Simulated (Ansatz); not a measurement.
# CH₈BGaGe: small, medium and large basis sets

Aim: see how fast density functionals converge with the basis set for CH₈BGaGe.

Program: Ansatz 0.2.0, Gaussian basis. Level of theory: one geometry, several basis sets. These are calculated values, not measurements.

Plan: PBE0-D4/def2-SVP; ωB97M-V/def2-SVP; PBE0-D4/def2-QZVPP; ωB97M-V/def2-QZVPP; the functionals' def2-TZVPP values are taken from earlier runs.

### 1 The relaxed structure

An earlier PBE0-D4 in a triple-zeta def2 set relaxation fixed the geometry.

SMILES `[BH2][GaH][GeH2][CH3]`, 12 atoms, charge 0, spin multiplicity 1.

Atoms are counted from 1 here; the program's logs count them from 0.

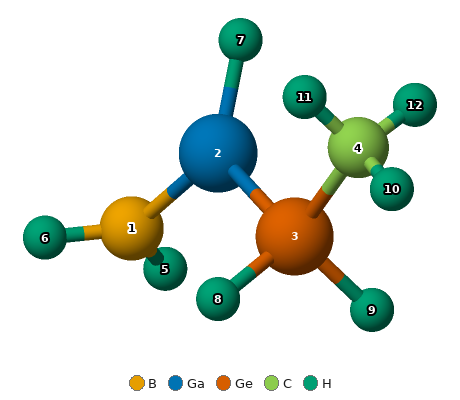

The structure; boron amber, gallium blue, germanium orange, carbon green, hydrogen teal; atoms are numbered from 1 in the order of the file.

### 2 PBE0-D4 in def2-SVP

File in.yaml:

```yaml
crystal:
  periodic: [false, false, false]
  atoms:
    - {symbol: B, position_ang: [-0.893483, 2.955488, 0.649904]}
    - {symbol: Ga, position_ang: [0.373846, 1.350295, 0.412806]}
    - {symbol: Ge, position_ang: [-0.446832, -0.813952, -0.422121]}
    - {symbol: C, position_ang: [0.874595, -2.263700, -0.329811]}
    - {symbol: H, position_ang: [-1.118719, 3.724721, -0.241297]}
    - {symbol: H, position_ang: [-1.488933, 3.147334, 1.672379]}
    - {symbol: H, position_ang: [1.917244, 1.418016, 0.736556]}
    - {symbol: H, position_ang: [-1.714392, -1.248585, 0.350638]}
    - {symbol: H, position_ang: [-0.892849, -0.647829, -1.895157]}
    - {symbol: H, position_ang: [0.454500, -3.186198, -0.732734]}
    - {symbol: H, position_ang: [1.173098, -2.436379, 0.704787]}
    - {symbol: H, position_ang: [1.761904, -1.999191, -0.905951]}
basis:
  gaussian: {orbitals: def2-SVP}
hamiltonian: {xc: pbe0, dispersion: d4}
output: {orbitals: {seedname: orbitals}}
```

The run is started by

```sh
ansatz run in.yaml --threads 2 --pin off --events-out ev --progress --plain --max-ram 32768MiB --backend cpu
```

The runs that follow: ωB97M-V in def2-SVP; PBE0-D4 in def2-QZVPP; ωB97M-V in def2-QZVPP.

**Question.** What will the summary of the whole plan be? Wanted: PBE0-D4: double and triple zeta above quadruple; ωB97M-V: double and triple zeta above quadruple.

**Answer**, as computed:

```
                                       quantity           value
PBE0-D4: double and triple zeta above quadruple  18.37, 2.51 eV
ωB97M-V: double and triple zeta above quadruple  18.45, 2.45 eV
```

In words: For PBE0-D4 the step from double to triple zeta gains 15.86 eV and the next only 2.51 eV. Total energies overstate the basis error of differences, where much of it tends to cancel.
